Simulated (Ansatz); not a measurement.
## Molecular dynamics, with input and output: CH$_{3}$OSi (charge +1) (part 3 of 3)

The same run, continued: CH$_{3}$OSi, charge +1; UKS B3LYP/6-31G (Ansatz 0.2.0). It belongs to a series of runs on one base structure; here: dynamics from the start.

Geometry of the input (Å):
```
O  1.0912  1.1702  -0.7870
C  0.3831  0.2534  -0.2994
Si -0.8826  -0.4412  0.7079
H  1.8116  0.9595  -1.4455
H  -2.0735  -0.8300  -0.0861
H  -0.3299  -1.1118  1.9100
```

Log, continued:
```
md step   301: t =   150.50 fs  T =   751.4 K  F+E_penalty+E_count = -10997.17388538 eV  E_kin = 0.582750 eV  (33 SCF iters)
md step   302: t =   151.00 fs  T =   821.8 K  F+E_penalty+E_count = -10997.20423393 eV  E_kin = 0.637336 eV  (33 SCF iters)
md step   303: t =   151.50 fs  T =   948.3 K  F+E_penalty+E_count = -10997.22877277 eV  E_kin = 0.735483 eV  (35 SCF iters)
md step   304: t =   152.00 fs  T =   938.4 K  F+E_penalty+E_count = -10997.23486851 eV  E_kin = 0.727823 eV  (35 SCF iters)
md step   305: t =   152.50 fs  T =   912.1 K  F+E_penalty+E_count = -10997.21616955 eV  E_kin = 0.707352 eV  (35 SCF iters)
md step   306: t =   153.00 fs  T =   800.9 K  F+E_penalty+E_count = -10997.18242844 eV  E_kin = 0.621163 eV  (35 SCF iters)
md step   307: t =   153.50 fs  T =   765.6 K  F+E_penalty+E_count = -10997.14811360 eV  E_kin = 0.593736 eV  (45 SCF iters)
md step   308: t =   154.00 fs  T =   767.7 K  F+E_penalty+E_count = -10997.12673429 eV  E_kin = 0.595384 eV  (36 SCF iters)
md step   309: t =   154.50 fs  T =   743.4 K  F+E_penalty+E_count = -10997.12261362 eV  E_kin = 0.576537 eV  (36 SCF iters)
md step   310: t =   155.00 fs  T =   712.6 K  F+E_penalty+E_count = -10997.13399310 eV  E_kin = 0.552682 eV  (35 SCF iters)
md step   311: t =   155.50 fs  T =   709.4 K  F+E_penalty+E_count = -10997.14525480 eV  E_kin = 0.550202 eV  (35 SCF iters)
md step   312: t =   156.00 fs  T =   696.3 K  F+E_penalty+E_count = -10997.14584211 eV  E_kin = 0.540000 eV  (34 SCF iters)
md step   313: t =   156.50 fs  T =   678.1 K  F+E_penalty+E_count = -10997.13745216 eV  E_kin = 0.525902 eV  (34 SCF iters)
md step   314: t =   157.00 fs  T =   622.6 K  F+E_penalty+E_count = -10997.12057315 eV  E_kin = 0.482828 eV  (34 SCF iters)
md step   315: t =   157.50 fs  T =   558.8 K  F+E_penalty+E_count = -10997.09966651 eV  E_kin = 0.433418 eV  (33 SCF iters)
md step   316: t =   158.00 fs  T =   560.3 K  F+E_penalty+E_count = -10997.08112350 eV  E_kin = 0.434542 eV  (34 SCF iters)
md step   317: t =   158.50 fs  T =   571.6 K  F+E_penalty+E_count = -10997.07149505 eV  E_kin = 0.443292 eV  (34 SCF iters)
md step   318: t =   159.00 fs  T =   596.2 K  F+E_penalty+E_count = -10997.07226172 eV  E_kin = 0.462422 eV  (35 SCF iters)
md step   319: t =   159.50 fs  T =   604.2 K  F+E_penalty+E_count = -10997.08182221 eV  E_kin = 0.468612 eV  (35 SCF iters)
md step   320: t =   160.00 fs  T =   623.6 K  F+E_penalty+E_count = -10997.09499678 eV  E_kin = 0.483648 eV  (34 SCF iters)
md step   321: t =   160.50 fs  T =   633.7 K  F+E_penalty+E_count = -10997.10463157 eV  E_kin = 0.491455 eV  (33 SCF iters)
md step   322: t =   161.00 fs  T =   625.6 K  F+E_penalty+E_count = -10997.11008306 eV  E_kin = 0.485193 eV  (33 SCF iters)
md step   323: t =   161.50 fs  T =   668.4 K  F+E_penalty+E_count = -10997.10688738 eV  E_kin = 0.518354 eV  (34 SCF iters)
md step   324: t =   162.00 fs  T =   598.7 K  F+E_penalty+E_count = -10997.09379116 eV  E_kin = 0.464321 eV  (34 SCF iters)
md step   325: t =   162.50 fs  T =   565.1 K  F+E_penalty+E_count = -10997.07383723 eV  E_kin = 0.438236 eV  (34 SCF iters)
md step   326: t =   163.00 fs  T =   537.4 K  F+E_penalty+E_count = -10997.05309396 eV  E_kin = 0.416823 eV  (35 SCF iters)
md step   393: t =   196.50 fs  T =   878.8 K  F+E_penalty+E_count = -10997.23720091 eV  E_kin = 0.681554 eV  (35 SCF iters)
md step   394: t =   197.00 fs  T =   886.4 K  F+E_penalty+E_count = -10997.23331639 eV  E_kin = 0.687486 eV  (35 SCF iters)
md step   395: t =   197.50 fs  T =   897.5 K  F+E_penalty+E_count = -10997.22162790 eV  E_kin = 0.696047 eV  (35 SCF iters)
md step   396: t =   198.00 fs  T =   851.8 K  F+E_penalty+E_count = -10997.20123910 eV  E_kin = 0.660610 eV  (36 SCF iters)
md step   397: t =   198.50 fs  T =   877.4 K  F+E_penalty+E_count = -10997.17571685 eV  E_kin = 0.680441 eV  (36 SCF iters)
md step   398: t =   199.00 fs  T =   791.5 K  F+E_penalty+E_count = -10997.14924578 eV  E_kin = 0.613844 eV  (40 SCF iters)
md step   399: t =   199.50 fs  T =   710.0 K  F+E_penalty+E_count = -10997.12617350 eV  E_kin = 0.550664 eV  (50 SCF iters)
these checks for a lower state are left out or cut short: starts, cluster_reference, orbital_swaps, neighbouring_geometries, increment
479 factors; integrals over basis functions are off by at most 1.7e-4 eV
mean field -10997.10929801 eV, -404.1363125934 hartree, gradient 1.7e-6 eV, S^2 0.000000; 0 other end points of the search recorded, 0 dependent functions left out
the calculation of the forces begins
reference -10997.10949770 eV, -404.1363199319 hartree; 15, 15 occupied and 22, 22 virtual orbitals, 479 factors
479 factors; integrals over basis functions are off by at most 1.7e-4 eV
mean field evaluation 3520: about -10997.1093 eV, gradient 9.2e-6 eV
mean field -10997.10929801 eV, -404.1363125934 hartree, gradient 1.7e-6 eV, S^2 0.000000; 3 other end points of the search recorded, 0 dependent functions left out
the calculation of the forces begins
reference -10997.10949770 eV, -404.1363199319 hartree; 15, 15 occupied and 22, 22 virtual orbitals, 479 factors
md step   400: t =   200.00 fs  T =   671.6 K  F+E_penalty+E_count = -10997.10929801 eV  E_kin = 0.520836 eV  (59 SCF iters)
```

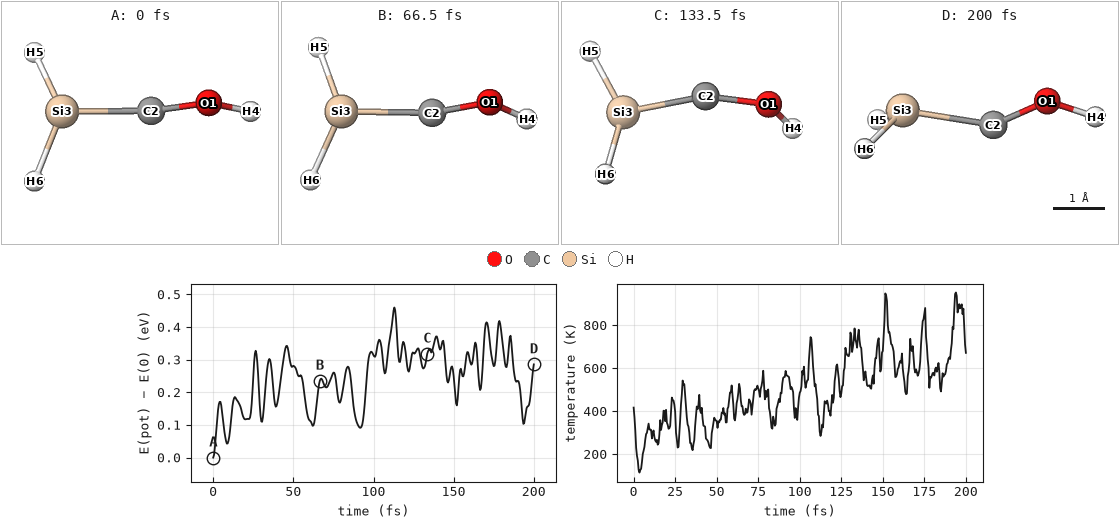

Fig. 1: Frames of the molecular dynamics (ball-and-stick, seen at a tilt) above the curves, on which the letters mark them. The trajectory kept here has 401 frames over 200 fs. The temperature starts at 417 K, ranges from 114 to 953 K and averages 623 K over the second half. The potential energy ends 0.285 eV above its first value. After an unweighted best fit of the last frame on the first, the root-mean-square displacement is 0.15 Å.

```
Total energy: -10997.10949770 eV, -404.1363199319 hartree
Atom 0 at    -0.151864     0.775049    -1.664213 Å, force     0.784533     0.004082    -2.111132 eV/Å
Atom 1 at    -0.039312     0.160482    -0.587887 Å, force    -0.123230    -0.178022     0.858215 eV/Å
Atom 2 at    -0.974821    -0.739757     0.682426 Å, force     0.646339    -0.762847     0.576922 eV/Å
Atom 3 at     0.628158     1.047335    -2.287047 Å, force    -0.851223     0.063222     1.268007 eV/Å
Atom 4 at    -0.275057    -2.098323     1.001481 Å, force    -0.607242     0.837385    -0.454275 eV/Å
Atom 5 at    -1.315406     0.125948     1.860279 Å, force     0.150823     0.036179    -0.137736 eV/Å
Dipole moment:     0.237206     0.041267    -0.212372 e Å
```

Trajectory as extended XYZ (Å, eV, eV/Å), 15 of the 401 frames kept, from step=0 to step=400:
```
6
Properties=species:S:1:pos:R:3:forces:R:3 step=0 time_fs=0.0 energy=-10997.39478 temperature=416.7
O     1.0912    1.1702   -0.7870    0.0095   0.0004  -0.0091
C     0.3831    0.2534   -0.2994   -0.0063  -0.0045   0.0077
Si   -0.8826   -0.4412    0.7079    0.0077   0.0054  -0.0059
H     1.8116    0.9595   -1.4455   -0.0100   0.0005   0.0082
H    -2.0735   -0.8300   -0.0861   -0.0009  -0.0010  -0.0005
H    -0.3299   -1.1118    1.9100    0.0000  -0.0008  -0.0004
6
Properties=species:S:1:pos:R:3:forces:R:3 step=29 time_fs=14.5 energy=-10997.21681 temperature=244.1
O     1.0601    1.1758   -0.8972   -1.8945  -2.3850   1.5941
C     0.3681    0.2218   -0.2868    2.4445   2.6816  -1.8898
Si   -0.8864   -0.4364    0.7118   -0.9783   0.0210  -0.6364
H     1.7712    0.9069   -1.5426   -0.0258  -0.1066   0.0851
H    -2.0192   -0.8547   -0.1682    0.0970   0.0564   0.1284
H    -0.5652   -0.9708    2.0107    0.3571  -0.2675   0.7186
6
Properties=species:S:1:pos:R:3:forces:R:3 step=57 time_fs=28.5 energy=-10997.18677 temperature=431.6
O     0.9315    1.1354   -1.0122    1.5042   1.7037  -1.1057
C     0.4169    0.2822   -0.2996   -1.5206  -1.7751   1.5395
Si   -0.8588   -0.4383    0.6969   -0.5360   0.7519  -2.4116
H     1.7447    0.9688   -1.5800   -0.3272  -0.1167  -0.0066
H    -1.9707   -0.7665   -0.2935    0.4991  -0.1252   0.5628
H    -0.6042   -0.8007    2.0332    0.3804  -0.4387   1.4215
6
Properties=species:S:1:pos:R:3:forces:R:3 step=86 time_fs=43.0 energy=-10997.12218 temperature=328.3
O     0.8332    1.1137   -1.0989    1.0390   1.4722  -2.1885
C     0.3855    0.2969   -0.3098   -1.8831  -1.8433   1.7209
Si   -0.8779   -0.4295    0.6795    0.2380   0.6000  -0.9838
H     1.3613    0.8111   -1.8983    0.4241   0.2641   0.3257
H    -1.9256   -0.8471   -0.2883   -0.0293  -0.0675   0.1807
H    -0.5890   -0.6408    2.0623    0.2113  -0.4255   0.9451
6
Properties=species:S:1:pos:R:3:forces:R:3 step=114 time_fs=57.0 energy=-10997.20556 temperature=419.8
O     0.8138    1.1406   -1.1879   -0.9385  -1.5857   1.3784
C     0.3194    0.2882   -0.3302    0.5535   1.1416  -2.0699
Si   -0.9477   -0.4194    0.7168    0.2653   0.4310  -0.9915
H     1.4863    0.8596   -1.8945   -0.2495   0.0105   0.8197
H    -1.8938   -1.2144   -0.1277    0.1105   0.1712   0.0650
H    -0.4839   -0.7363    2.0432    0.2586  -0.1687   0.7983
6
Properties=species:S:1:pos:R:3:forces:R:3 step=143 time_fs=71.5 energy=-10997.17557 temperature=422.4
O     0.7263    1.1013   -1.2198   -0.3204  -0.5005   1.3733
C     0.1992    0.3222   -0.3632    0.2929   0.6124  -0.6992
Si   -0.9404   -0.3796    0.7359   -0.5335  -0.6499   0.3543
H     1.6682    0.8540   -1.3681    0.6286   0.1954  -1.0069
H    -1.6654   -1.4903    0.0796   -0.0953  -0.0535  -0.1872
H    -0.4484   -0.5727    2.1175    0.0276   0.3961   0.1658
6
Properties=species:S:1:pos:R:3:forces:R:3 step=171 time_fs=85.5 energy=-10997.14128 temperature=339.9
O     0.6302    1.1050   -1.1974    2.0430   3.3028  -3.5834
C     0.0985    0.3637   -0.4319   -1.0911  -2.6324   3.0498
Si   -0.9108   -0.3673    0.7751   -0.1910  -0.2552   0.8193
H     1.5553    1.0812   -1.6195   -0.5724  -0.3758   0.5222
H    -1.5280   -1.6164    0.2448   -0.0111   0.1665   0.1360
H    -0.5377    0.0179    2.2193   -0.1774  -0.2059  -0.9438
6
Properties=species:S:1:pos:R:3:forces:R:3 step=200 time_fs=100.0 energy=-10997.08133 temperature=486.1
O     0.5726    1.1838   -1.3071   -0.4376  -1.9201   1.3078
C     0.0423    0.3324   -0.4873   -0.1895   0.9981  -0.6510
Si   -0.8734   -0.4371    0.8058    0.8591   1.7157   0.2380
H     1.5146    0.9487   -1.5297    0.2426   0.4776  -0.4051
H    -1.8039   -1.5319    0.5102   -0.0218  -0.2207   0.0276
H    -0.4692    0.5479    1.9461   -0.4529  -1.0506  -0.5174
6
Properties=species:S:1:pos:R:3:forces:R:3 step=229 time_fs=114.5 energy=-10997.00701 temperature=390.7
O     0.5523    1.1624   -1.3458   -3.0232  -1.1646   0.9590
C    -0.1215    0.3808   -0.5790    1.1842   1.2549  -0.8708
Si   -0.8104   -0.4569    0.8001   -0.6530   0.4513   0.9963
H     1.5026    1.1841   -1.4835    1.6270  -0.2856   0.0868
H    -1.7209   -1.6993    0.7974    0.7011   0.7252  -0.3203
H    -0.9416    0.7033    1.8622    0.1638  -0.9812  -0.8511
6
Properties=species:S:1:pos:R:3:forces:R:3 step=257 time_fs=128.5 energy=-10997.06770 temperature=662.2
O     0.4015    1.1074   -1.4135    2.6088   0.0996  -0.5709
C    -0.2606    0.4030   -0.6453   -1.0254  -0.3848   0.9495
Si   -0.7631   -0.4367    0.7967   -0.7786   0.3974   1.1515
H     1.4406    1.0024   -1.3349   -1.2974   0.5405  -0.6492
H    -1.5792   -1.6975    0.6758    0.3408   0.3376  -0.0524
H    -0.9719    0.7133    1.8538    0.1518  -0.9903  -0.8285
6
Properties=species:S:1:pos:R:3:forces:R:3 step=286 time_fs=143.0 energy=-10997.03877 temperature=504.7
O     0.2531    0.9770   -1.5357   -1.6529   1.1557  -1.5792
C    -0.3948    0.4109   -0.6645   -0.0249  -0.5222   1.4111
Si   -0.7578   -0.4515    0.8121   -0.1953  -0.0099   0.3290
H     1.1936    1.0840   -1.6150    2.1407  -0.1420  -0.1310
H    -1.3044   -1.7713    0.3267    0.0140   0.2921   0.5896
H    -0.8362    0.5541    1.9775   -0.2817  -0.7737  -0.6195
6
Properties=species:S:1:pos:R:3:forces:R:3 step=314 time_fs=157.0 energy=-10997.12057 temperature=622.6
O     0.0933    0.8913   -1.7021    1.1549  -0.6103   1.0824
C    -0.3921    0.4238   -0.6225   -0.1395  -0.1969  -0.3286
Si   -0.8030   -0.5041    0.8035   -0.3525  -0.2949   0.8952
H     1.1140    0.7536   -1.7833   -1.0468   0.4974  -0.4396
H    -1.1525   -1.9628    0.5153    0.1484   0.7509  -0.1049
H    -1.0460    0.1314    2.1924    0.2356  -0.1462  -1.1045
6
Properties=species:S:1:pos:R:3:forces:R:3 step=343 time_fs=171.5 energy=-10996.99528 temperature=574.6
O    -0.0373    0.7937   -1.7298   -0.1994   0.5879   0.2524
C    -0.3384    0.4130   -0.5596    0.8333  -0.3705  -1.5266
Si   -0.8669   -0.5702    0.7706   -0.7903  -0.6743   0.8415
H     0.8583    1.0652   -2.1461   -0.6036  -0.4969   1.0232
H    -0.9926   -2.0847    0.2994    0.2507   1.4928   0.4577
H    -1.4123    0.1378    2.0459    0.5093  -0.5390  -1.0482
6
Properties=species:S:1:pos:R:3:forces:R:3 step=371 time_fs=185.5 energy=-10997.02148 temperature=536.5
O    -0.1248    0.7596   -1.7432   -1.7584  -1.0063   1.9095
C    -0.1956    0.3004   -0.5476   -0.4883   0.1970  -0.6500
Si   -0.9309   -0.6553    0.7417    0.0811  -0.9753  -0.5992
H     0.6343    1.2882   -1.9581    1.9538   0.9730  -0.8874
H    -0.5550   -2.1191    0.2476   -0.2771   1.2373   0.9461
H    -1.5381    0.0241    1.9769    0.4888  -0.4256  -0.7191
6
Properties=species:S:1:pos:R:3:forces:R:3 step=400 time_fs=200.0 energy=-10997.10930 temperature=671.6
O    -0.1519    0.7750   -1.6642    0.7845   0.0041  -2.1111
C    -0.0393    0.1605   -0.5879   -0.1232  -0.1780   0.8582
Si   -0.9748   -0.7398    0.6824    0.6463  -0.7628   0.5769
H     0.6282    1.0473   -2.2870   -0.8512   0.0632   1.2680
H    -0.2751   -2.0983    1.0015   -0.6072   0.8374  -0.4543
H    -1.3154    0.1259    1.8603    0.1508   0.0362  -0.1377
```
